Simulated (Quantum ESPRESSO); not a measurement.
# MgS (F-43m): zone-centre phonons, part 2 of 2

Which modes does MgS (F-43m) have at the zone centre?

Quantum ESPRESSO 7.5; DFT LDA, scalar-relativistic, plane waves, GBRV ultrasoft pseudopotentials.

So far. Step 2 (A probe with smearing): A gap of 3.2 eV opens on this mesh, so the crystal is taken as an insulator; the start stands at -2.2 GPa. Step 4 (Self-consistent run for the response): The cell stands at 0.021 GPa, close enough for phonons. The relaxed cell has a = 5.593 Å (conventional setting).

### Step 5. Linear response at Γ

At q = 0 one unit cell holds all displacements; symmetry groups them into irreducible representations that are solved one by one. The response to a field gives ε∞ and the Born charges, which polar modes need.

The input, ph.in:

```
phonons
&inputph
   prefix = 'x'
   outdir = './tmp'
   fildyn = 'g.dyn'
   tr2_ph = 1.0d-18
   epsil = .true.
/
0.000000000000 0.000000000000 0.000000000000
```

Run with:

```console
$ OMP_NUM_THREADS=1 mpirun -n 4 ph.x -nk 4 -in ph.in > ph.out
```

The program printed:

```text
[banners, grids, parts of the stress and lines that vanish by symmetry left out]
[banner, memory and clock lines left out]
Program PHONON v.7.5

     ./tmp/x.save/

     IMPORTANT: XC functional enforced from input :
     Exchange-correlation= PZ
                           (   1   1   0   0   0   0   0)
     Any further DFT definition will be discarded
     Please, verify this is what you really want

     G-vector sticks info

     Reading collected, re-writing distributed wavefunctions in ./tmp/

     Number and degeneracy of irreps per q-point
       N         xq(1)         xq(2)         xq(3)   N irreps
       1   0.000000000   0.000000000   0.000000000       2
        3   3

     Calculation of q =    0.0000000   0.0000000   0.0000000

     phonons

     bravais-lattice index     =            0
     lattice parameter (alat)  =       7.4736  a.u.
     unit-cell volume          =     295.1688 (a.u.)^3
     number of atoms/cell      =            2
     number of atomic types    =            2
     kinetic-energy cut-off    =      55.0000  Ry
     charge density cut-off    =     440.0000  Ry
     convergence threshold     =      1.0E-18
     beta                      =       0.7000
     number of iterations used =            4
     Exchange-correlation= PZ
                           (   1   1   0   0   0   0   0)

     celldm(1)=    7.47358  celldm(2)=    0.00000  celldm(3)=    0.00000
     celldm(4)=    0.00000  celldm(5)=    0.00000  celldm(6)=    0.00000

     crystal axes: (cart. coord. in units of alat)
               a(1) = ( -0.7071  0.0000  0.7071 )
               a(2) = (  0.0000  0.7071  0.7071 )
               a(3) = ( -0.7071  0.7071  0.0000 )

     reciprocal axes: (cart. coord. in units 2 pi/alat)
               b(1) = ( -0.7071 -0.7071  0.7071 )
               b(2) = (  0.7071  0.7071  0.7071 )
               b(3) = ( -0.7071  0.7071 -0.7071 )

     Atoms inside the unit cell:

     Cartesian axes

     site n.  atom      mass           positions (alat units)
        1  Mg     24.3050   tau(    1) = (    0.00000    0.00000    0.00000  )
        2  S      32.0600   tau(    2) = (   -1.06066    1.06066    1.06066  )

     Computing dynamical matrix for
                    q = (   0.0000000   0.0000000   0.0000000 )

     25 Sym.Ops. (with q -> -q+G )

     G cutoff =  622.5151  (  45863 G-vectors)     FFT grid: ( 50, 50, 50)
     G cutoff =  311.2576  (  16361 G-vectors)  smooth grid: ( 36, 36, 36)
     number of k points=    29
                       cart. coord. in units 2pi/alat
        k(    1) = (   0.0000000   0.0000000   0.0000000), wk =   0.0039062
        k(    2) = (  -0.0883883   0.0883883  -0.0883883), wk =   0.0312500
        k(    3) = (  -0.1767767   0.1767767  -0.1767767), wk =   0.0312500
        [... further k-points left out ...]

     PseudoPot. # 1 for Mg read from file:
     ./pseudo/Mg.upf
     Pseudo is Ultrasoft, Zval = 10.0
     Using radial grid of  821 points,  7 beta functions with:
                l(1) =   0
                l(2) =   0
                l(3) =   0
                l(4) =   1
                l(5) =   1
                l(6) =   2
                l(7) =   2
     Q(r) pseudized with  8 coefficients,  rinner =    1.200   1.200   1.200
                                                       1.200   1.200

     PseudoPot. # 2 for S  read from file:
     ./pseudo/S.upf
     Pseudo is Ultrasoft + core correction, Zval =  6.0
     Using radial grid of  907 points,  6 beta functions with:
                l(1) =   0
                l(2) =   0
                l(3) =   1
                l(4) =   1
                l(5) =   2
                l(6) =   2
     Q(r) pseudized with  8 coefficients,  rinner =    1.300   1.300   1.300
                                                       1.300   1.300

     Mode symmetry, T_d (-43m)  point group:

     Electric field:
     Dielectric constant
     Born effective charges as d Force / d E

     Atomic displacements:
     There are    2 irreducible representations

     Representation     1      3 modes -  To be done

     Representation     2      3 modes -  To be done

     Alpha used in Ewald sum =   2.8000

     Electric Fields Calculation

      iter #   1   av.it.:   6.8
      thresh= 1.000E-02 alpha_mix =  0.700 |ddv_scf|^2 =  1.215E-07

      iter #   2   av.it.:  14.4
      thresh= 3.485E-05 alpha_mix =  0.700 |ddv_scf|^2 =  1.400E-08

      iter #   3   av.it.:  13.4
      thresh= 1.183E-05 alpha_mix =  0.700 |ddv_scf|^2 =  6.693E-11

      iter #   4   av.it.:  14.8
      thresh= 8.181E-07 alpha_mix =  0.700 |ddv_scf|^2 =  6.135E-13

      iter #   5   av.it.:  13.5
      thresh= 7.833E-08 alpha_mix =  0.700 |ddv_scf|^2 =  1.572E-15

      iter #   6   av.it.:  15.1
      thresh= 3.965E-09 alpha_mix =  0.700 |ddv_scf|^2 =  1.557E-17

      iter #   7   av.it.:  15.4
      thresh= 3.945E-10 alpha_mix =  0.700 |ddv_scf|^2 =  7.671E-20

     End of electric fields calculation

          Dielectric constant in cartesian axis

          (       4.211741296       0.000000000       0.000000000 )
          (       0.000000000       4.211741296       0.000000000 )
          (      -0.000000000      -0.000000000       4.211741296 )

          Effective charges (d Force / dE) in cartesian axis without acoustic sum rule applied (asr)

           atom    1  Mg    Mean Z*:        1.87305
      Ex  (        1.87305       -0.00000        0.00000 )
      Ey  (        0.00000        1.87305        0.00000 )
      Ez  (       -0.00000        0.00000        1.87305 )
           atom    2  S     Mean Z*:       -1.87383
      Ex  (       -1.87383       -0.00000        0.00000 )
      Ey  (       -0.00000       -1.87383        0.00000 )
      Ez  (        0.00000       -0.00000       -1.87383 )

          Effective charges Sum: Mean:       -0.00078
             -0.00078        0.00000       -0.00000
             -0.00000       -0.00078        0.00000
              0.00000        0.00000       -0.00078

          Effective charges (d Force / dE) in cartesian axis with asr applied:
           atom    1  Mg    Mean Z*:        1.87344
      E*x (        1.87344        0.00000        0.00000 )
      E*y (        0.00000        1.87344        0.00000 )
      E*z (       -0.00000        0.00000        1.87344 )
           atom    2  S     Mean Z*:       -1.87344
      E*x (       -1.87344       -0.00000       -0.00000 )
      E*y (       -0.00000       -1.87344       -0.00000 )
      E*z (        0.00000       -0.00000       -1.87344 )

     Representation #   1 modes #   1   2   3

     Self-consistent Calculation

      iter #   1   av.it.:   6.6
      thresh= 1.000E-02 alpha_mix =  0.700 |ddv_scf|^2 =  8.961E-08

      iter #   2   av.it.:  15.0
      thresh= 2.994E-05 alpha_mix =  0.700 |ddv_scf|^2 =  9.930E-09

      iter #   3   av.it.:  13.7
      thresh= 9.965E-06 alpha_mix =  0.700 |ddv_scf|^2 =  1.075E-10

      iter #   4   av.it.:  14.1
      thresh= 1.037E-06 alpha_mix =  0.700 |ddv_scf|^2 =  4.043E-13

      iter #   5   av.it.:  15.4
      thresh= 6.359E-08 alpha_mix =  0.700 |ddv_scf|^2 =  3.996E-15

      iter #   6   av.it.:  15.5
      thresh= 6.322E-09 alpha_mix =  0.700 |ddv_scf|^2 =  1.226E-17

      iter #   7   av.it.:  16.0
      thresh= 3.502E-10 alpha_mix =  0.700 |ddv_scf|^2 =  2.873E-19

     End of self-consistent calculation

     Convergence has been achieved

     Representation #   2 modes #   4   5   6

     Self-consistent Calculation

      iter #   1   av.it.:   8.4
      thresh= 1.000E-02 alpha_mix =  0.700 |ddv_scf|^2 =  1.048E-06

      iter #   2   av.it.:  14.8
      thresh= 1.024E-04 alpha_mix =  0.700 |ddv_scf|^2 =  9.334E-09

      iter #   3   av.it.:  16.4
      thresh= 9.662E-06 alpha_mix =  0.700 |ddv_scf|^2 =  8.174E-10

      iter #   4   av.it.:  15.3
      thresh= 2.859E-06 alpha_mix =  0.700 |ddv_scf|^2 =  1.996E-11

      iter #   5   av.it.:  16.1
      thresh= 4.467E-07 alpha_mix =  0.700 |ddv_scf|^2 =  1.400E-13

      iter #   6   av.it.:  16.2
      thresh= 3.741E-08 alpha_mix =  0.700 |ddv_scf|^2 =  1.528E-15

      iter #   7   av.it.:  14.6
      thresh= 3.909E-09 alpha_mix =  0.700 |ddv_scf|^2 =  5.298E-17

      iter #   8   av.it.:  15.7
      thresh= 7.279E-10 alpha_mix =  0.700 |ddv_scf|^2 =  1.454E-19

     End of self-consistent calculation

     Convergence has been achieved

     Number of q in the star =    1
     List of q in the star:
          1   0.000000000   0.000000000   0.000000000

          Dielectric constant in cartesian axis

          (       4.211741296       0.000000000       0.000000000 )
          (       0.000000000       4.211741296       0.000000000 )
          (      -0.000000000      -0.000000000       4.211741296 )

          Effective charges (d Force / dE) in cartesian axis without acoustic sum rule applied (asr)

           atom    1  Mg    Mean Z*:        1.87305
      Ex  (        1.87305       -0.00000        0.00000 )
      Ey  (        0.00000        1.87305        0.00000 )
      Ez  (       -0.00000        0.00000        1.87305 )
           atom    2  S     Mean Z*:       -1.87383
      Ex  (       -1.87383       -0.00000        0.00000 )
      Ey  (       -0.00000       -1.87383        0.00000 )
      Ez  (        0.00000       -0.00000       -1.87383 )

          Effective charges Sum: Mean:       -0.00078
             -0.00078        0.00000       -0.00000
             -0.00000       -0.00078        0.00000
              0.00000        0.00000       -0.00078

          Effective charges (d Force / dE) in cartesian axis with asr applied:
           atom    1  Mg    Mean Z*:        1.87344
      E*x (        1.87344        0.00000        0.00000 )
      E*y (        0.00000        1.87344        0.00000 )
      E*z (       -0.00000        0.00000        1.87344 )
           atom    2  S     Mean Z*:       -1.87344
      E*x (       -1.87344       -0.00000       -0.00000 )
      E*y (       -0.00000       -1.87344       -0.00000 )
      E*z (        0.00000       -0.00000       -1.87344 )

     Diagonalizing the dynamical matrix

     q = (    0.000000000   0.000000000   0.000000000 )

 **************************************************************************
     freq (    1) =      -0.349770 [THz] =     -11.667079 [cm-1]
     freq (    2) =      -0.349770 [THz] =     -11.667079 [cm-1]
     freq (    3) =      -0.349770 [THz] =     -11.667079 [cm-1]
     freq (    4) =      10.302147 [THz] =     343.642626 [cm-1]
     freq (    5) =      10.302147 [THz] =     343.642626 [cm-1]
     freq (    6) =      10.302147 [THz] =     343.642626 [cm-1]
 **************************************************************************

     Mode symmetry, T_d (-43m)  point group:

     freq (   1-   3) =        -11.7  [cm-1]   --> T_2  G_15 P_4   I+R
     freq (   4-   6) =        343.6  [cm-1]   --> T_2  G_15 P_4   I+R
```

Run time: 52 s. Hardware: 4 MPI ranks of AMD EPYC 9R14 (Zen 4), shared host; 3.4 min of CPU time.

Numbers from this step:

```
miss of the charge sum rule                                       : 7.80e-4 e
largest acoustic frequency at the zone centre before the sum rule : -11.67 cm⁻¹
highest optical zone-centre mode (no LO-TO term)                  : 343.6 cm⁻¹
lowest optical zone-centre mode                                   : 343.6 cm⁻¹
mean high-frequency dielectric constant                           : 4.212
largest Born charge in size (third of the trace)                  : 1.874 e
```

Born charge (rows field, columns displacement), before the sum rule (e), principal values of the symmetric part by kind of site:

| atom | atoms with these values | low | middle | high | mean |
| --- | --- | --- | --- | --- | --- |
| Mg1 | 1 | 1.87 | 1.87 | 1.87 | 1.87 |
| S2 | 1 | -1.87 | -1.87 | -1.87 | -1.87 |

In full for S2:

```
-1.87  0.00  0.00
 0.00 -1.87  0.00
 0.00  0.00 -1.87
```

High-frequency dielectric tensor:

```
4.21 0.00 0.00
0.00 4.21 0.00
0.00 0.00 4.21
```

The acoustic modes at Γ come out as far as 11.7 cm⁻¹ from zero, where they should vanish, a sizeable error of basis and grid; the Born charges miss their sum rule by 7.8e-4 e, which is good.

### Step 6. Modes with the sum rule

A rigid shift of the crystal must cost nothing, but grids and finite bases break this; the acoustic sum rule is imposed before the matrix is diagonalised again. With Born charges the intensities follow, and the static dielectric tensor.

The input, dynmat.in:

```
&input
   fildyn = 'g.dyn'
   asr = 'simple'
   fileig = 'dynmat.eig'
   lperm = .true.
/
```

Run with:

```console
$ dynmat.x -in dynmat.in > dynmat.out
```

The program printed:

```text
[banner, memory and clock lines left out]
Program DYNMAT v.7.5

     Reading Dynamical Matrix from file g.dyn
     ...Force constants read
     ...epsilon and Z* read
     A direction for q was not specified:TO-LO splitting will be absent

     Polarizability (A^3 units)
     multiply by 0.482956 for Clausius-Mossotti correction
        11.179040    0.000000   -0.000000
         0.000000   11.179040   -0.000000
         0.000000    0.000000   11.179040

     IR activities are in (D/A)^2/amu units

# mode   [cm-1]    [THz]      IR
    1     -0.00   -0.0000    0.0000
    2     -0.00   -0.0000    0.0000
    3     -0.00   -0.0000    0.0000
    4    343.88   10.3091    5.8573
    5    343.88   10.3091    5.8573
    6    343.88   10.3091    5.8573

Electronic dielectric permittivity tensor (relative, adimensional)
         4.211741    0.000000   -0.000000
         0.000000    4.211741   -0.000000
         0.000000    0.000000    4.211741

 ... with zone-center polar mode contributions
         6.627055    0.000000    0.000000
         0.000000    6.627055    0.000000
         0.000000    0.000000    6.627055
```

Wall time 0.63 s (1 thread).

Numbers from this step:

```yaml
highest_optical_zone_centre_mode_no_lo_to_term: 343.9 cm⁻¹
lowest_optical_zone_centre_mode: 343.9 cm⁻¹
mean_static_dielectric_constant: 6.627
```

Unit eigenvectors of the mass-weighted matrix after the sum rule; no LO-TO term. Modes at Γ, with each element's share of the kinetic energy:

| mode | frequency (cm⁻¹) | symmetry | Mg % | S % |
| --- | --- | --- | --- | --- |
| 1 | 0.0 | acoustic | 43 | 57 |
| 2 | 0.0 | acoustic | 43 | 57 |
| 3 | 0.0 | acoustic | 43 | 57 |
| 4 | 343.9 | T2 | 57 | 43 |
| 5 | 343.9 | T2 | 57 | 43 |
| 6 | 343.9 | T2 | 57 | 43 |

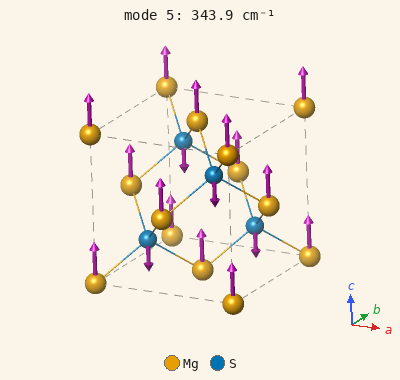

Displacement patterns of mode 5 at Γ; arrows are exaggerated. Bonds to atoms that aren't drawn are left out. Some periodic images of atoms are drawn too.

Degenerate modes summed, no LO-TO term. Infrared lines, with heights relative to the strongest:

| position (cm⁻¹) | lines merged | label | IR intensity, relative |
| --- | --- | --- | --- |
| 344 | 3 | T2 | 100 |

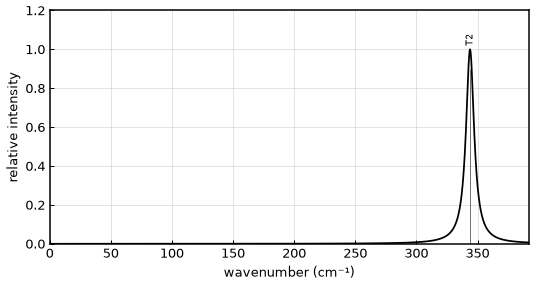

The infrared spectrum, broadened with Lorentzians of width 8 cm⁻¹; bars mark the lines.

Static dielectric tensor (ions relaxed, fixed cell):

```
6.63 0.00 0.00
0.00 6.63 0.00
0.00 0.00 6.63
```

The rule moves no optical mode by more than 0.3 cm⁻¹.

### Step 7. The LO-TO splitting (1 0 0)

A longitudinal polar mode sets up a macroscopic field that stiffens it; the term hangs on the direction from which q goes to zero.

The input, dynmat.in:

```
&input
   fildyn = 'g.dyn'
   asr = 'simple'
   fileig = 'dynmat.eig'
   q(1) = 1.0
   q(2) = 0.0
   q(3) = 0.0
/
```

Run with:

```console
$ dynmat.x -in dynmat.in > dynmat.out
```

The program printed:

```text
[banner, memory and clock lines left out]
Program DYNMAT v.7.5

     Reading Dynamical Matrix from file g.dyn
     ...Force constants read
     ...epsilon and Z* read

     Polarizability (A^3 units)
     multiply by 0.482956 for Clausius-Mossotti correction
        11.179040    0.000000   -0.000000
         0.000000   11.179040   -0.000000
         0.000000    0.000000   11.179040

     IR activities are in (D/A)^2/amu units

# mode   [cm-1]    [THz]      IR
    1     -0.00   -0.0000    0.0000
    2     -0.00   -0.0000    0.0000
    3     -0.00   -0.0000    0.0000
    4    343.88   10.3091    5.8573
    5    343.88   10.3091    5.8573
    6    431.35   12.9316    5.8573
```

Elapsed: 0.62 s, on 1 thread.

Read from the output:

* highest mode moved by the LO-TO term: 431.4 cm⁻¹

Zone-centre frequencies as printed; negative means imaginary. Modes:

| mode | frequency (cm⁻¹) |
| --- | --- |
| 1 | 0 |
| 2 | 0 |
| 3 | 0 |
| 4 | 343.9 |
| 5 | 343.9 |
| 6 | 431.4 |

The field moves one mode, from 344 to 431 cm⁻¹; the others stay.

### Step 8. Summary of results

```json
{
  "space group after relaxation": "F-43m",
  "volume per atom": "21.9 Å³",
  "gap on the k-mesh": "3.37 eV",
  "highest optical zone-centre mode (no LO-TO term)": "343.9 cm⁻¹",
  "highest mode moved by the LO-TO term": "431.4 cm⁻¹",
  "mean high-frequency dielectric constant": "4.21",
  "largest Born charge in size (third of the trace)": "1.87 e",
  "mean static dielectric constant": "6.63",
  "imaginary optical modes at the zone centre (no q mesh in this session)": "none"
}
```

In words: At the LDA level the optical modes of MgS (F-43m) at the zone centre (no LO-TO term) lie at 344 cm⁻¹. Along the directions run, the highest mode that the macroscopic field moves lies at 431 cm⁻¹. Lattice motion raises the mean dielectric constant from 4.212 to 6.627. The Born charge of Mg is 1.873 e against a formal charge of +2, close to the ionic value. The Lyddane-Sachs-Teller relation holds: (ωLO/ωTO)² is 1.57 and ε₀/ε∞ is 1.57. These are harmonic frequencies at zero temperature: anharmonic shifts and linewidths and thermal expansion are left out. The structure comes from a database and need not be the phase that is stable at ambient conditions.

[Host names and launcher messages were left out of these logs when they were recorded.]

[Logs are printed without paths, hosts, clocks, repeated set-up lines and the standing remarks that a program may print on its own settings, such as how far it seeks lower states.]

[Hosts, paths, dates, database ids (printed as entryN), source tags and the programs' standing remarks are cut or masked in the printed files.]
